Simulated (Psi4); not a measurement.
Run report: AlH3, geometry relaxation (part 2 of 3)

The same run, continued: AlH3, SMILES [H][Al]([H])[H]; M06-2X/6-31G**, RKS (Psi4 1.11). The geometry comes from this level: GFN2-xTB.

Geometry of the input (Å):
```
Al -0.0000  -0.0000  0.0000
H  1.5527  -0.0305  0.0146
H  -0.7498  1.3598  -0.0191
H  -0.8028  -1.3293  0.0045
```

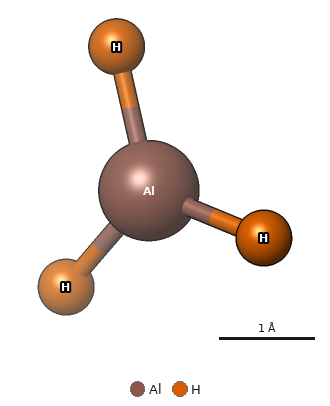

*The structure as given in the input (ball-and-stick view, seen at an oblique angle). Sticks mark near contacts.*

The program's output, continued
```
	----------------------------------------------------------------------------------------------~
	   Step    Total Energy     Delta E     Max Force     RMS Force      Max Disp      RMS Disp   ~
	----------------------------------------------------------------------------------------------~
	  Convergence Criteria     1.00e-06 *    3.00e-04 *             o    1.20e-03 *             o~
	----------------------------------------------------------------------------------------------~
	     1    -244.14346952   -2.44e+02      7.99e-03      4.60e-03 o    5.37e-02      3.10e-02 o  ~
	----------------------------------------------------------------------------------------------

Next Geometry in Ang
	Fragment 1 (Ang)

	   Al   0.0001729140   0.0000113452   0.0000038052
	    H  -0.0000621984   0.0000167181   1.5813342376
	    H  -0.0000622007   1.3695217196  -0.7906446769
	    H   0.0000291036  -1.3694798167  -0.7906608181

    Structure for next step:
    Molecular point group: c1
    Full point group: C1

    Geometry (in Angstrom), charge = 0, multiplicity = 1:

    AL
    H             1          r2
    H             1          r3      2          a3
    H             1          r4      3          a4      2          d4

    a3        =  119.9985887690
    a4        =  120.0015728018
    d4        =  179.9743102198
    r2        =    1.5813304499
    r3        =    1.5813550338
    r4        =    1.5813464547

gradient() will perform analytic gradient computation.

  ==> Geometry <==

    Molecular point group: c1
    Full point group: C1

    Geometry (in Angstrom), charge = 0, multiplicity = 1:

       Center              X                  Y                   Z               Mass
    ------------   -----------------  -----------------  -----------------  -----------------
         AL           0.000020624329    -0.000000831094    -0.000000585061    26.981538530000
         H            0.000020624329    -0.000000831094     1.581329864831     1.007825032230
         H            0.000020624329     1.369512275065    -0.790644370243     1.007825032230
         H           -0.000593404157    -1.369489193871    -0.790669831320     1.007825032230

  Running in c1 symmetry.

  Rotational constants: A =      4.45942  B =      4.45920  C =      2.22965 [cm^-1]
  Rotational constants: A = 133689.97732  B = 133683.35597  C =  66843.33530 [MHz]
  Nuclear repulsion =   13.630477188820469

  Charge       = 0
  Multiplicity = 1
  Electrons    = 16
  Nalpha       = 8
  Nbeta        = 8

  ==> Algorithm <==

  SCF Algorithm Type is DF.
  DIIS enabled.
  MOM disabled.
  Fractional occupation disabled.
  Guess Type is READ.
  Energy threshold   = 1.00e-08
  Density threshold  = 1.00e-08
  Integral threshold = 1.00e-12

   => Molecular Quadrature <=

    Radial Scheme          =       TREUTLER
    Pruning Scheme         =           NONE
    Nuclear Scheme         =       TREUTLER

    Blocking Scheme        =         OCTREE
    BS radius alpha        =              1
    Pruning alpha          =              1
    Radial Points          =             75
    Spherical Points       =            302
    Total Points           =          87853
    Total Blocks           =            700
    Max Points             =            255
    Max Functions          =             34
    Weights Tolerance      =       1.00E-15

   => Loading Basis Set <=

    Name: 6-31G**
    Role: ORBITAL
    Keyword: BASIS

  Reading orbitals from file s0/input.geom.2678.180.npy, no projection.

  ==> Integral Setup <==

  DFHelper Memory: AOs need 0.002 GiB; user supplied 0.917 GiB.
  SCF_SUBTYPE=INCORE selected. In-core MEM_DF algorithm will be used.
  Using in-core AOs.

  ==> MemDFJK: Density-Fitted J/K Matrices <==

    J tasked:                   Yes
    K tasked:                   Yes
    wK tasked:                   No
    Memory [MiB]:               939
    Algorithm:                 Core
    Schwarz Cutoff:           1E-12
    Mask sparsity (%):       0.0000
    Fitting Condition:        1E-10

   => Auxiliary Basis Set <=

  Basis Set: (6-31G** AUX)
    Blend: CC-PVDZ-JKFIT
    Number of shells: 63
    Number of basis functions: 205
    Number of Cartesian functions: 205
    Spherical Harmonics?: false
    Max angular momentum: 3

  Cached 100.0% of DFT collocation blocks in 0.200 [GiB].

  Minimum eigenvalue in the overlap matrix is 1.0348832320E-02.
  Reciprocal condition number of the overlap matrix is 2.2173574104E-03.
    Using symmetric orthogonalization.

  ==> Pre-Iterations <==

  SCF Guess: Orbitals guess was supplied from a previous computation.

   -------------------------------------------------------
    Irrep   Nso     Nmo     Nalpha   Nbeta   Ndocc  Nsocc
   -------------------------------------------------------
     A         34      34       8       8       8       0
   -------------------------------------------------------
    Total      34      34       8       8       8       0
   -------------------------------------------------------

  ==> Iterations <==

                           Total Energy        Delta E     RMS |[F,P]|

   @DF-RKS iter   0:  -244.12944940106996   -2.44129e+02   1.15029e-03
   @DF-RKS iter   1:  -244.14406696634481   -1.46176e-02   9.71149e-05 DIIS
   @DF-RKS iter   2:  -244.14408051167507   -1.35453e-05   2.10921e-05 DIIS
   @DF-RKS iter   3:  -244.14408088312354   -3.71448e-07   2.76243e-06 DIIS
   @DF-RKS iter   4:  -244.14408089129341   -8.16988e-09   5.00543e-07 DIIS
   @DF-RKS iter   5:  -244.14408089165642   -3.63002e-10   1.05193e-07 DIIS
   @DF-RKS iter   6:  -244.14408089166994   -1.35287e-11   5.27437e-09 DIIS
  Energy and wave function converged.

  ==> Post-Iterations <==

   Electrons on quadrature grid:
      Ntotal   =   16.0000006015 ; deviation = 6.015e-07

    Final Occupation by Irrep:
              A
    DOCC [     8 ]
    NA   [     8 ]
    NB   [     8 ]

  @DF-RKS Final Energy:  -244.14408089166994

   => Energetics <=

    Nuclear Repulsion Energy =             13.6304771888204694
    One-Electron Energy =                -365.7610504429410412
    Two-Electron Energy =                 117.3329003779149673
    DFT Exchange-Correlation Energy =      -9.3464080154643057
    Empirical Dispersion Energy =           0.0000000000000000
    VV10 Nonlocal Energy =                  0.0000000000000000
    Total Energy =                       -244.1440808916699154

Computation Completed

Properties will be evaluated at   0.000000,   0.000000,   0.000000 [a0]

Properties computed using the SCF density matrix

 Multipole Moments:

 ------------------------------------------------------------------------------------
     Multipole            Electronic (a.u.)      Nuclear  (a.u.)        Total (a.u.)
 ------------------------------------------------------------------------------------

 L = 1.  Multiply by 2.5417464519 to convert [e a0] to [Debye]
 Dipole X            :          0.0009060           -0.0005368            0.0003692
 Dipole Y            :         -0.0000133            0.0000216            0.0000084
 Dipole Z            :         -0.0000968            0.0000152           -0.0000816
 Magnitude           :                                                    0.0003782

 ------------------------------------------------------------------------------------

	total time  =          2 seconds =       0.03 minutes

         ------------------------------------------------------------
                                   SCF GRAD
         ------------------------------------------------------------

  ==> Geometry <==

    Molecular point group: c1
    Full point group: C1

    Geometry (in Angstrom), charge = 0, multiplicity = 1:

       Center              X                  Y                   Z               Mass
    ------------   -----------------  -----------------  -----------------  -----------------
         AL           0.000020624329    -0.000000831094    -0.000000585061    26.981538530000
         H            0.000020624329    -0.000000831094     1.581329864831     1.007825032230
         H            0.000020624329     1.369512275065    -0.790644370243     1.007825032230
         H           -0.000593404157    -1.369489193871    -0.790669831320     1.007825032230

  Nuclear repulsion =   13.630477188820469

   => Molecular Quadrature <=

    Radial Scheme          =       TREUTLER
    Pruning Scheme         =           NONE
    Nuclear Scheme         =       TREUTLER

    Blocking Scheme        =         OCTREE
    BS radius alpha        =              1
    Pruning alpha          =              1
    Radial Points          =             75
    Spherical Points       =            302
    Total Points           =          87853
    Total Blocks           =            700
    Max Points             =            255
    Max Functions          =             34
    Weights Tolerance      =       1.00E-15

  -Total Gradient:
     Atom            X                  Y                   Z
    ------   -----------------  -----------------  -----------------
       1        0.000020406617     0.000003421313    -0.000008302207
       2       -0.000006826420    -0.000003385036     0.000289604757
       3       -0.000006930025     0.000266942879    -0.000156993214
       4       -0.000006741913    -0.000238129222    -0.000141877629

	total time  =          0 seconds =       0.00 minutes

    			-----------------------------------------

    			 OPTKING 3.0: for geometry optimizations

    			        with contributions from

    			-----------------------------------------

	                            ===> Fragment 1 <==

	 Z (Atomic Numbers)          Masses                          Geom
	      13.000000            26.981539          0.00003897 -0.00000157 -0.00000111
	       1.000000             1.007825          0.00003897 -0.00000157  2.98828036
	       1.000000             1.007825          0.00003897  2.58800313 -1.49410132
	       1.000000             1.007825         -0.00112137 -2.58795951 -1.49414944

	 - Coordinate -           - BOHR/RAD -       - ANG/DEG -
	 R(1,2)           =         2.988281           1.581330
	 R(1,3)           =         2.988328           1.581355
	 R(1,4)           =         2.988312           1.581346
	 B(2,1,3)         =         2.094370         119.998589
	 B(2,1,4)         =         2.094392         119.999833
	 B(3,1,4)         =         2.094423         120.001573
	 O(2,1,3,4)       =         0.000388           0.022248
	 O(3,1,2,4)       =        -0.000388          -0.022248
	 O(4,1,2,3)       =         0.000388           0.022248

	        --- Internal Coordinate Step in ANG or DEG, aJ/ANG or AJ/DEG ---
	-------------------------------------------------------------------------------
	           Coordinate      Previous         Force          Change          New
	           ----------      --------        ------          ------        ------
	               R(1,2)       1.58133       -0.00242       -0.00101       1.58032
	               R(1,3)       1.58136       -0.00248       -0.00103       1.58032
	               R(1,4)       1.58135       -0.00232       -0.00096       1.58038
	             B(2,1,3)     119.99859       -0.00000       -0.00485     119.99374
	             B(2,1,4)     119.99983        0.00000        0.00448     120.00431
	             B(3,1,4)     120.00157       -0.00000       -0.00085     120.00072
	           O(2,1,3,4)       0.02225       -0.00000       -0.37102      -0.34878
	           O(3,1,2,4)      -0.02225        0.00000        0.37104       0.34879
	           O(4,1,2,3)       0.02225       -0.00000       -0.37100      -0.34875
	-------------------------------------------------------------------------------

	                                 ==> Convergence Check <==

	Measures of convergence in internal coordinates in au.

	Criteria marked as inactive (o), active & met (*), and active & unmet ( ).

	----------------------------------------------------------------------------------------------
	   Step    Total Energy     Delta E     Max Force     RMS Force      Max Disp      RMS Disp
	----------------------------------------------------------------------------------------------
	  Convergence Criteria     1.00e-06 *    3.00e-04 *             o    1.20e-03 *             o
	----------------------------------------------------------------------------------------------
	     2    -244.14408089   -6.11e-04      3.01e-04      1.69e-04 o    6.48e-03      3.90e-03 o  ~
	----------------------------------------------------------------------------------------------

Next Geometry in Ang
	Fragment 1 (Ang)

	   Al  -0.0025378698  -0.0000173410   0.0000048825
	    H   0.0008733342   0.0000676334   1.5803246852
	    H   0.0008733197   1.3686168592  -0.7900900021
	    H   0.0002596848  -1.3686457326  -0.7902244874

    Structure for next step:
    Molecular point group: c1
    Full point group: C1

    Geometry (in Angstrom), charge = 0, multiplicity = 1:

    AL
    H             1          r2
    H             1          r3      2          a3
    H             1          r4      3          a4      2          d4

    a3        =  119.9937427928
    a4        =  120.0007185575
    d4        = -179.5972923694
    r2        =    1.5803234866
    r3        =    1.5803231116
    r4        =    1.5803841171

gradient() will perform analytic gradient computation.

  ==> Geometry <==

    Molecular point group: c1
    Full point group: C1

    Geometry (in Angstrom), charge = 0, multiplicity = 1:
```
